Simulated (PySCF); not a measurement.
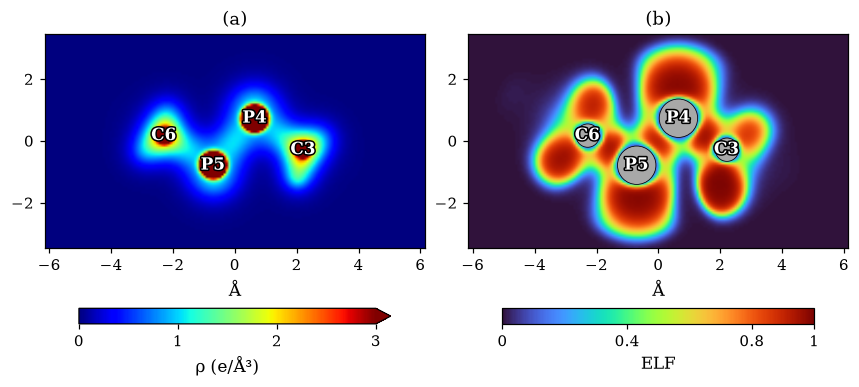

Figure 1: C4H10P2Si (SMILES C=CC/P=P/C[SiH3]). (a) electron density; (b) electron localisation function on the plane of atoms P4, P5 and C6. Grey discs cover the atomic cores in the ELF map.

Geometry: GFN2-xTB.

The calculation used PBE0/pcSseg-1, SCF density, gas phase, non-relativistic (PySCF).

The calculation's input:

```
{"job": {"kind": "nmr", "xc": "PBE0", "basis": "pcSseg-1"}, "charge": 0, "multiplicity": 1}
C     -2.213967     0.707312     1.352176
C     -2.813701     0.399557     0.218966
C     -2.197748    -0.353037    -0.917163
P     -0.559356    -1.155512    -0.504959
P      0.674189     0.213382    -1.361382
C      2.324702    -0.502992    -0.926258
Si     2.933542     0.123169     0.772670
H     -2.710820     1.261637     2.129957
H     -1.192913     0.415062     1.549132
H     -3.837835     0.709055     0.044424
H     -2.076277     0.319881    -1.772551
H     -2.883770    -1.150639    -1.225333
H      3.028380    -0.197755    -1.702253
H      2.273427    -1.591113    -0.926693
H      2.940096     1.586950     0.765867
H      4.285148    -0.395365     0.990783
H      2.019905    -0.377562     1.801629
```

Launched as:

```sh
OMP_NUM_THREADS=1 python probes_run.py task.json out
```

Interpret the plot.

Answer.
- The plane passes through C and P nuclei.
- C–P (1.85 Å): the density is about 1.1 e/Å³ at the midpoint; the ELF peaks at about 0.95 between the atoms, as expected for a shared electron pair.
- P–P (2.03 Å): the density is about 1 e/Å³ at the midpoint; the ELF peaks at about 0.90 between the atoms (a covalent bond).
- The ELF also peaks beside P5 and P4, away from the bonds: lone-pair regions.
